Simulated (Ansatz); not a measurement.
```yaml
atoms:
  - { symbol: N, position_ang: [-0.5047, -1.5171, -1.0124] }
  - { symbol: S, position_ang: [-2.3911, 1.2541, -1.1343] }
  - { symbol: Si, position_ang: [-1.0654, 2.9827, -1.1820] }
  - { symbol: Si, position_ang: [0.8462, 1.6519, -1.5330] }
  - { symbol: Si, position_ang: [-0.7555, -0.0423, -1.8705] }
  - { symbol: H, position_ang: [-0.2810, -1.5012, -0.0216] }
  - { symbol: H, position_ang: [-1.0474, -2.3424, -1.2515] }
  - { symbol: H, position_ang: [-1.3943, 3.9104, -2.3037] }
  - { symbol: H, position_ang: [-1.1464, 3.7545, 0.0920] }
  - { symbol: H, position_ang: [1.6075, 1.4318, -0.2650] }
  - { symbol: H, position_ang: [1.8034, 2.0009, -2.6246] }
  - { symbol: H, position_ang: [-1.0346, -0.4438, -3.2770] }
```

Geometry: B3LYP-D3(BJ)/def2-SVP.

Computed with Ansatz 0.2.0, isolated molecule in a Gaussian basis; Kohn-Sham density functional theory, functional PBE0.

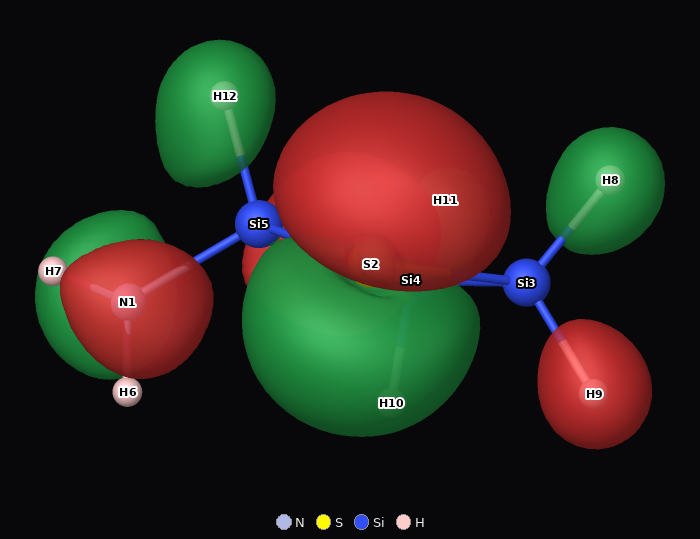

H$_{7}$NSSi$_{3}$. The HOMO at ±0.08 Å⁻³ᐟ² (green and red are the two phases), seen from one side.

Describe this orbital and give its energy.

Its weight (Hirshfeld) is mainly on S2 (about 55 %), N1 (about 10 %), Si5 (about 10 %) and Si4 (about 5 %). Its energy is −7.10 eV.
